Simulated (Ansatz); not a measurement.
# G0W0 on several functionals: Cs3Bi2Br9 (P-3m1), part 2 of 2

How much of the starting functional survives in the G0W0 gap of Cs3Bi2Br9 (P-3m1)?

Ansatz 0.2.0; G0W0 on several functionals, plane waves, PAW. Known limits of the many-body steps: not at the basis limit; no spin-orbit coupling.

So far. Step 2 (G0W0 on r2SCAN): The gap on the mesh goes from 2.89 eV to 4.02 eV, a correction of +1.13 eV. Between the two edge states, bare exchange in place of the xc potential would open the gap by 5.34 eV, and correlation takes back 4.20 eV.

In doubt: masses and optical values from hybrid runs of this build are listed as unsure (steps 3, 4), which bears on the screening that GW takes from such a start.

### 3. G0W0 on HSE06

One-shot GW remembers its start. Another functional's orbitals and levels show by how much.

This step: G0W0 on HSE06, plane waves, PAW.

Contents of input.yaml:

```yaml
crystal:
  lattice:
    - [7.972, 0.0, 0.0]
    - [-3.986, 6.903954519, 0.0]
    - [0.0, 0.0, 9.867]
  atoms:
    - { symbol: Cs, position: [0.6666666667, 0.3333333333, 0.6669] }
    - { symbol: Cs, position: [0.3333333333, 0.6666666667, 0.3331] }
    - { symbol: Cs, position: [0.0, 0.0, 0.0] }
    - { symbol: Bi, position: [0.6666666667, 0.3333333333, 0.1918] }
    - { symbol: Bi, position: [0.3333333333, 0.6666666667, 0.8082] }
    - { symbol: Br, position: [0.5, 0.5, 0.0] }
    - { symbol: Br, position: [0.5, 0.0, 0.0] }
    - { symbol: Br, position: [0.0, 0.5, 0.0] }
    - { symbol: Br, position: [0.3353, 0.16765, 0.3394] }
    - { symbol: Br, position: [0.83235, 0.16765, 0.3394] }
    - { symbol: Br, position: [0.83235, 0.6647, 0.3394] }
    - { symbol: Br, position: [0.16765, 0.3353, 0.6606] }
    - { symbol: Br, position: [0.16765, 0.83235, 0.6606] }
    - { symbol: Br, position: [0.6647, 0.83235, 0.6606] }
kpoints:
  mp_grid: { grid: [3, 3, 2] }
hamiltonian:
  xc: hse06
scf:
  occupations: { method: fixed }
gw:
  n_empty_bands: 1052
  ecut_chi: 90.0
  qp_bands: [v4, c4]
  qp_kpoints: band_edges
  screening: { model: contour_deformation }
```

The run is started by

```sh
ansatz run input.yaml --threads 2 --pin off --max-ram 92160MiB --backend cuda --events-out ev --progress --plain --runs-dir out --devices 1 --max-vram 13GiB  # rebuilt from the run's record
```

Numbers of over 12 decimals in the logs are rounded to 6 here.

Output:

```text
GPUs: using 1 of 1 available (devices: 1).
[...]
davidson cushion auto → on  (no smearing: the cushion is to keep the highest requested band from converging to the state above it; pin scf.eigensolver.cushion to override)
[...]
GPU FFT provider: cuFFT
GPU libraries: cuBLAS 13.8.2, cuFFT 12.4.0, cuSOLVER 12.3.4
Crystal: 14 atoms, lattice volume = 543.063 Å³
Basis set: ecut = 420 eV, 10647 PW (Γ)
Bands: 74, of which v1, the nominal top of the filled ones, is band 60 counted from 1 (59 counted from 0)
Symmetry: 12 space group operations
[...]
k-points: 6 of 18
[...]
GPU buffer pool allocated for 209952 grid points (all kernels)
[...]
SCF iter   1: F=—  HF=-66871.641268 eV  |F-HF|=—  |Δ(HF+E_count)|=         —  Δρ=1.38e-3  dr2=1.60e-2  ethr=1.77e-3  ⟨swp⟩=18.5  Hψ=2328  notcnv=2
[...]
SCF iter   3: F=-66871.644403 eV  HF=-66871.644406 eV  |F-HF|=3.62e-6  |Δ(HF+E_count)|=   9.57e-6  Δρ=1.92e-4  dr2=2.27e-4  ethr=1.01e-6  ⟨swp⟩=4.7  Hψ=1273  notcnv=0  defer=2
SCF 1 stopped early in 3 iterations: F = -66871.644403 eV  dr2 = 2.27e-4
[...]
GPU FFT provider: cuFFT
GPU libraries: cuBLAS 13.8.2, cuFFT 12.4.0, cuSOLVER 12.3.4
[...]
GPU buffer pool allocated for 209952 grid points (all kernels)
[...]
Free energy (F): -66911.280792 eV
Frozen-core exchange: fock
[...]
Internal energy: -66911.280792 eV  (E = F + TS)
E sigma→0 (E₀):  -66911.280792 eV
Fermi energy:    2.470859 eV
[...]
--- Band table (eV; the first three rows and the last of 6) ---
  k-point 0: bands = [... 56 lower, 1.4073, 1.4073, 1.4347, 2.4709, 5.7067, 6.4331, 6.4331, 7.6042, ... 3 higher]
  k-point 1: bands = [... 56 lower, 1.5816, 1.5816, 1.5823, 1.9504, 5.9301, 5.9301, 5.9750, 7.5405, ... 3 higher]
  k-point 2: bands = [... 56 lower, 1.3026, 1.4544, 1.5437, 2.3436, 6.2209, 6.3838, 6.4756, 7.5072, ... 3 higher]
  k-point 5: bands = [... 56 lower, 1.2052, 1.2052, 2.0593, 2.0593, 6.5450, 6.5450, 6.5634, 7.3009, ... 3 higher]
  guard bands above this table: 7 of the run's 74 bands. The solve was not asked for them (output.publish_guard_bands: true or output.eigenvalues: true publishes all)
[...]
0    57      1.4073   -19.5804     2.3018   -16.6812  0.7884     0.8045     0.8099  root
     0    58      1.4073   -19.5804     2.3018   -16.6812  0.7884     0.8045     0.8099  root
     0    59      1.4347   -19.5762     2.3620   -16.6023  0.7830     0.8165     0.8229  root
     0    60      2.4709   -18.8310     1.1188   -17.3046  0.8064     2.0614     2.0632  root
     0    61      5.7067    -9.3642    -2.9263   -12.8230  0.8278     6.2418     6.2392  root
     0    62      6.4331   -10.5565    -2.9723   -14.1398  0.8177     7.0480     7.0440  root
     0    63      6.4331   -10.5565    -2.9723   -14.1398  0.8177     7.0480     7.0440  root
     0    64      7.6042    -4.1127    -3.1499    -7.5302  0.8537     7.8726     7.8719  root
[...]
5    61      6.5450   -10.5785    -3.0399   -14.2401  0.8174     7.1710     7.1667  root
     5    62      6.5450   -10.5785    -3.0399   -14.2401  0.8174     7.1710     7.1667  root
     5    63      6.5634   -10.5654    -3.0210   -14.2022  0.8168     7.1835     7.1793  root
     5    64      7.3009    -9.4713    -3.2590   -13.2706  0.8119     7.8455     7.8412  root
```

Elapsed: 4.2 min, on 1 × NVIDIA H100 80GB HBM3 (shared by 6 runs) with 2 threads of AMD EPYC 7R13 (Zen 3), shared host; peak memory 4.5 GiB; 5.5 min of CPU time.

Numbers from this step:

- bands summed: 1112
- RPA ε∞ on this mesh (eigenvalues): 3.201, 3.201, 3.210
- plane waves in the screening matrix: 1059
- q-points in the mesh: 18
- G0W0 gap on the mesh: 4.176 eV
- k of the valence top: 0, 0, 0
- k of the conduction bottom: 0, 0, 0
- starting gap on the mesh: 3.236 eV
- Z at the valence top: 0.8064
- Z at the conduction bottom: 0.8278
- least direct G0W0 gap on the computed points: 4.176 eV

Against the run with 3×3×2 mesh, 1052 empty bands, screening to 90 eV on r2SCAN, the gap moves by +0.15 eV, while the start moved by +0.34 eV.

### 4. G0W0 on PBE0

This step: G0W0 on PBE0, plane waves, PAW.

input.yaml, as its differences from that of step 3:

```diff
@@ -23,3 +23,3 @@
 hamiltonian:
-  xc: hse06
+  xc: pbe0
 scf:
```

Output:

```text
GPUs: using 1 of 1 available (devices: 1).
[...]
GPU FFT provider: cuFFT
GPU libraries: cuBLAS 13.8.2, cuFFT 12.4.0, cuSOLVER 12.3.4
Crystal: 14 atoms, lattice volume = 543.063 Å³
Basis set: ecut = 420 eV, 10647 PW (Γ)
Bands: 74, of which v1, the nominal top of the filled ones, is band 60 counted from 1 (59 counted from 0)
Symmetry: 12 space group operations
[...]
k-points: 6 of 18
[...]
0    63      6.7702   -10.5147    -2.8803   -13.7630  0.8313     7.1393     7.1382  root
     0    64      7.9341    -4.1177    -3.0485    -7.2058  0.8640     7.9738     7.9737  root
[...]
5    61      6.8834   -10.5368    -2.9445   -13.8614  0.8311     7.2647     7.2634  root
     5    62      6.8834   -10.5368    -2.9445   -13.8614  0.8311     7.2647     7.2634  root
     5    63      6.9031   -10.5271    -2.9250   -13.8252  0.8305     7.2774     7.2762  root
     5    64      7.6548    -9.4266    -3.1410   -12.8639  0.8271     7.9520     7.9511  root
[key lines of the parts left out:]
Free energy (F): -66901.273540 eV
Fermi energy:    2.136165 eV
```

The job ended after 4.6 min (1 × NVIDIA H100 80GB HBM3 (shared by 6 runs) with 2 threads; peak memory 4.6 GiB; 5.7 min of CPU time).

This step gave:

```
bands summed                                 : 1112
RPA ε∞ on this mesh (eigenvalues)            : 3.006, 3.006, 3.017
plane waves in the screening matrix          : 1059
G0W0 gap on the mesh                         : 4.365 eV
k of the valence top                         : 0, 0, 0
k of the conduction bottom                   : 0, 0, 0
starting gap on the mesh                     : 3.891 eV
least direct G0W0 gap on the computed points : 4.365 eV
```

Against the run with 3×3×2 mesh, 1052 empty bands, screening to 90 eV on HSE06, the gap moves by +0.19 eV, while the start moved by +0.65 eV.

### 5. Side by side

All on the 3×3×2 mesh with 1052 empty bands and screening to 90 eV. Times are wall times on 1 × NVIDIA H100 80GB HBM3 (shared by 6 runs) with 2 threads of AMD EPYC 7R13 (Zen 3), shared host, good to a factor of about two.

```csv
start,starting gap (eV),shift (eV),G0W0 gap (eV),RPA ε∞ (harmonic mean),"Z (valence, conduction)",time
r2SCAN,2.89,+1.13,4.02,3.39,"0.79, 0.82",65 s
HSE06,3.24,+0.94,4.18,3.20,"0.81, 0.83",4.2 min
PBE0,3.89,+0.47,4.36,3.01,"0.82, 0.84",4.6 min
```

How the two edges are built up, in eV (the quasiparticle level is the starting level plus Σx plus Σc less Vxc):

```csv
run,edge,start,Σx,Σc,Vxc,Z,QP
r2SCAN,valence top,2.70,-18.90,1.24,-17.14,0.79,2.17
r2SCAN,conduction bottom,5.59,-9.57,-2.97,-13.15,0.82,6.19
HSE06,valence top,2.47,-18.83,1.12,-17.30,0.81,2.06
HSE06,conduction bottom,5.71,-9.36,-2.93,-12.82,0.83,6.24
PBE0,valence top,2.14,-18.85,1.03,-17.64,0.82,1.96
PBE0,conduction bottom,6.03,-9.33,-2.84,-12.47,0.84,6.33
```

For a hybrid start, Vxc holds its share of exact exchange.

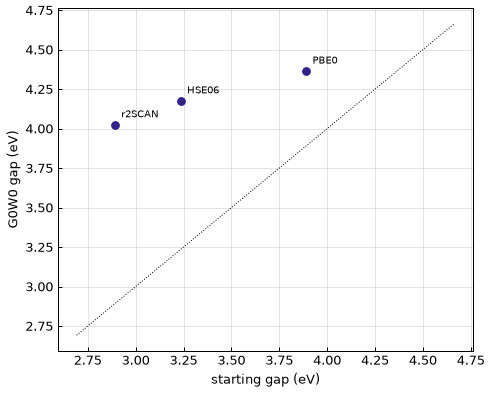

G0W0 gap against starting gap; on the dotted line the correction would vanish.

### 6. Outcome

```json
{"G0W0@r2SCAN": "4.02 eV (start 2.89 eV)", "G0W0@HSE06": "4.18 eV (start 3.24 eV)", "G0W0@PBE0": "4.36 eV (start 3.89 eV)", "known limits": "not at the basis limit; no spin-orbit coupling"}
```

The starting gaps span 1.00 eV and the G0W0 gaps 0.34 eV. Between r2SCAN and PBE0, 0.34 eV of the 1.00 eV survives, 34 %. PBE0 screens less than r2SCAN (ε∞ 3.01 against 3.39). Of the 0.34 eV by which its G0W0 gap is higher, the correlation part gives +0.33 eV, and exchange with the one-particle terms, which follow the orbitals, +0.01 eV. The smallest correction, +0.47 eV, is on PBE0, the start nearest to reproducing itself. Bands and cutoff are finite, so the gap is not at the basis limit. The miss can reach some tenths of an eV and take either sign; the mesh is an error of its own. Where an edge is built on 6p states of lead, bismuth or thallium, scalar-relativistic gaps usually stand too wide, by a few tenths to over one eV. The many-body steps are scalar-relativistic: spin-orbit coupling is not in them.

[Paths, hosts, dates, memory and timing lines, banners, echoed tables and standing remarks are left out of the program output.]

[Logs are printed without paths, hosts, clocks, repeated set-up lines and the standing remarks that a program may print on its own settings, such as how far it seeks lower states.]

[Runs of the session that timed out or met a known fault of the program may be left out.]

[Cells called generated may have been cut or substituted from an entry of the Crystallography Open Database or the Materials Project.]

[Hosts, paths, dates, database ids (printed as entryN), source tags and the programs' standing remarks are cut or masked in the printed files.]
